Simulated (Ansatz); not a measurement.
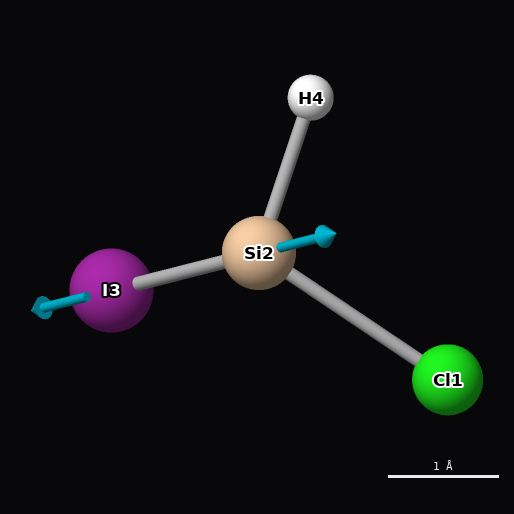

Arrows show the forces on the atoms, 0.1 Å of arrow for 1 eV/Å; forces under a tenth of the largest aren't drawn. State: neutral, doublet. Level of theory: PBE0-D4/def2-TZVP (Ansatz 0.2.0).

### Which bond do the forces act along most?

Si2–I3, now 2.091 Å: the forces push its atoms apart, so a first step downhill lengthens it.

List the force components in the frame of the picture (x right, y up, z towards the viewer), in eV/Å.

```json
{"atom": "Cl1", "Fx": "0.00", "Fy": "0.00", "Fz": "0.00"}
{"atom": "Si2", "Fx": "5.12", "Fy": "1.30", "Fz": "5.98"}
{"atom": "I3", "Fx": "−5.12", "Fy": "−1.30", "Fz": "−5.98"}
{"atom": "H4", "Fx": "0.00", "Fy": "0.00", "Fz": "0.00"}
```
